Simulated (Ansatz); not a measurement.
# BTeH2Cl (SMILES ClB[TeH]): single points off equilibrium

The atoms stand at a structure displaced at random from a GFN2-xTB minimum. How far do the functionals agree with CCSD(T) there?

Computed with Ansatz 0.2.0, Gaussian basis. Level: single points in def2-TZVPP.

Correlated methods freeze the cores. Filled d shells of the heavier atoms are correlated. Core potentials replace the inner electrons past krypton, and spin-orbit coupling is left out.

## Step 1: Where the work starts

SMILES `ClB[TeH]`, 5 atoms, charge 0, spin multiplicity 1.

Atoms are counted from 1 here; the program's logs count them from 0.

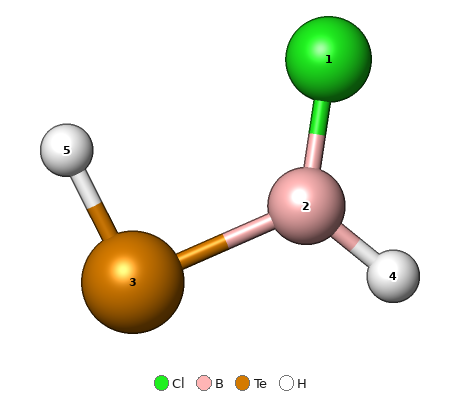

Start geometry, drawn with chlorine green, boron pink, tellurium orange, hydrogen white; atoms are numbered from 1 in the order of the file.

Coordinates:

```xyz
5
charge 0, multiplicity 1
Cl   -1.07420    0.62900    1.28510
B    -0.54010   -0.39090    0.09180
Te    1.28280   -0.06400   -0.95530
H    -1.17550   -1.44640   -0.16220
H     1.56780    1.38150   -0.19850
```

## Step 2: CCSD(T)/def2-TZVPP

Input file run/in.yaml:

```yaml
crystal:
  periodic: [false, false, false]
  atoms:
    - {symbol: Cl, position_ang: [-1.074200, 0.629000, 1.285100]}
    - {symbol: B, position_ang: [-0.540100, -0.390900, 0.091800]}
    - {symbol: Te, position_ang: [1.282800, -0.064000, -0.955300]}
    - {symbol: H, position_ang: [-1.175500, -1.446400, -0.162200]}
    - {symbol: H, position_ang: [1.567800, 1.381500, -0.198500]}
basis:
  gaussian: {orbitals: def2-TZVPP}
correlation: {method: ccsd_t}
output: {forces: true}
```

The run is started by

```
$ ansatz run in.yaml --threads 4 --pin off --events-out ev --progress --plain --max-ram 5222MiB
```

## Step 3: PBE0-D4/def2-TZVPP

Edit run/in.yaml of step 2 so:

```diff
@@ -10,3 +10,3 @@
   gaussian: {orbitals: def2-TZVPP}
-correlation: {method: ccsd_t}
-output: {forces: true}
+hamiltonian: {xc: pbe0, dispersion: d4}
+output: {forces: true, orbitals: {seedname: orbitals}}
```

## Step 4: wB97M-V/def2-TZVPP

Edit run/in.yaml of step 3 so:

```diff
@@ -10,3 +10,3 @@
   gaussian: {orbitals: def2-TZVPP}
-hamiltonian: {xc: pbe0, dispersion: d4}
-output: {forces: true, orbitals: {seedname: orbitals}}
+hamiltonian: {xc: {name: wB97M-V}}
+output: {forces: true}
```

## Step 5: r2SCAN-D4/def2-TZVPP

Edit run/in.yaml of step 4 so:

```diff
@@ -10,3 +10,3 @@
   gaussian: {orbitals: def2-TZVPP}
-hamiltonian: {xc: {name: wB97M-V}}
+hamiltonian: {xc: r2scan, dispersion: d4}
 output: {forces: true}
```

## Step 6: PBE-D4/def2-TZVPP

Edit run/in.yaml of step 5 so:

```diff
@@ -10,3 +10,3 @@
   gaussian: {orbitals: def2-TZVPP}
-hamiltonian: {xc: r2scan, dispersion: d4}
+hamiltonian: {xc: pbe, dispersion: d4}
 output: {forces: true}
```

## Step 7: wB97X-V/def2-TZVPP

Edit run/in.yaml of step 6 so:

```diff
@@ -10,3 +10,3 @@
   gaussian: {orbitals: def2-TZVPP}
-hamiltonian: {xc: pbe, dispersion: d4}
+hamiltonian: {xc: {name: wB97X-V}}
 output: {forces: true}
```

## Step 8: LC-wPBE/def2-TZVPP

Edit run/in.yaml of step 7 so:

```diff
@@ -10,3 +10,3 @@
   gaussian: {orbitals: def2-TZVPP}
-hamiltonian: {xc: {name: wB97X-V}}
+hamiltonian: {xc: {name: LC-wPBE}}
 output: {forces: true}
```

(Steps that only read results are left out.)

Before running it: what results should come out? Wanted: energy less free atoms, CCSD(T)/def2-TZVPP; RMS force component; RMS force error; HOMO and LUMO, PBE0-D4; T1 diagnostic.

As calculated:

| quantity | value |
| --- | --- |
| energy less free atoms, CCSD(T)/def2-TZVPP | -330.9 kcal/mol |
| RMS force component | 1.030 to 1.142 eV/Å over the methods |
| RMS force error | PBE0-D4 0.123, wB97M-V 0.070, r2SCAN-D4 0.108, PBE-D4 0.184, wB97X-V 0.055, LC-wPBE 0.162 eV/Å |
| HOMO and LUMO, PBE0-D4 | -7.02 and -1.54 eV |
| T1 diagnostic | 0.013 |

Against CCSD(T) the functionals' energies less atoms differ by -19.6 to -3.6 kcal/mol, PBE-D4 by -19.6 kcal/mol. CCSD(T) in triple zeta still lacks some correlation energy of the bonds, so part of these gaps is its own basis error and they don't rank the functionals. For forces wB97X-V does best and PBE-D4 worst.
